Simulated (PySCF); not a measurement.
| atom | x (Å) | y (Å) | z (Å) |
| --- | --- | --- | --- |
| B | 2.7981 | 0.4384 | -0.0396 |
| C | 1.5092 | -0.2217 | -0.5478 |
| C | 0.2407 | 0.6049 | -0.8513 |
| C | -0.7563 | -0.0279 | 0.1343 |
| C | -1.7056 | 0.8693 | 0.9371 |
| O | -2.8456 | 0.1341 | 0.4925 |
| C | -2.0536 | -0.6529 | -0.3960 |
| Si | 0.6150 | -1.0833 | 0.9466 |
| H | 3.7799 | -0.1961 | 0.0339 |
| H | 2.7997 | 1.5501 | 0.3281 |
| H | 1.6712 | -0.9846 | -1.3098 |
| H | 0.3911 | 1.6612 | -0.6283 |
| H | -0.0802 | 0.5199 | -1.8903 |
| H | -1.6046 | 0.8475 | 2.0261 |
| H | -1.7430 | 1.9108 | 0.5965 |
| H | -2.1940 | -1.7243 | -0.2254 |
| H | -2.2769 | -0.4207 | -1.4443 |
| H | 0.4723 | -2.5378 | 0.8643 |
| H | 0.9729 | -0.6775 | 2.3058 |

Geometry: GFN2-xTB.

The calculation used PBE0/pcSseg-1, SCF density, gas phase, non-relativistic (PySCF).

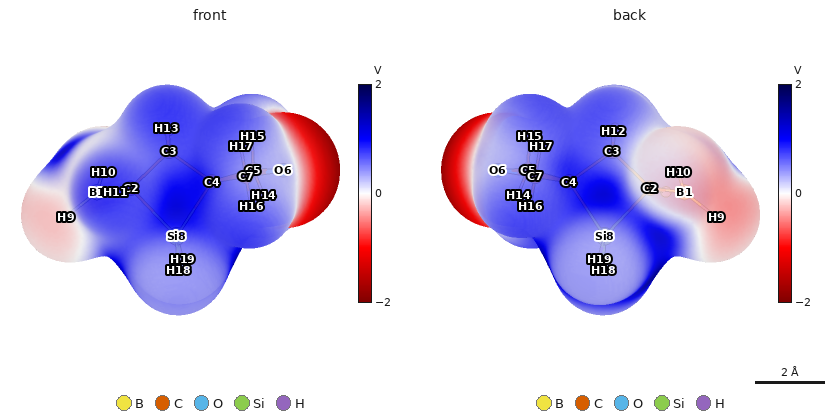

C5H11BOSi. The molecular electrostatic potential painted on the density surface at 0.002 e/bohr³, seen from the front and from behind; red is negative and blue positive.

Where is the surface potential most negative and most positive?

The most negative region (about −1.7 V) lies over O6, the most positive (about +1.5 V) over Si8. O6 is the likeliest acceptor of a hydrogen bond.
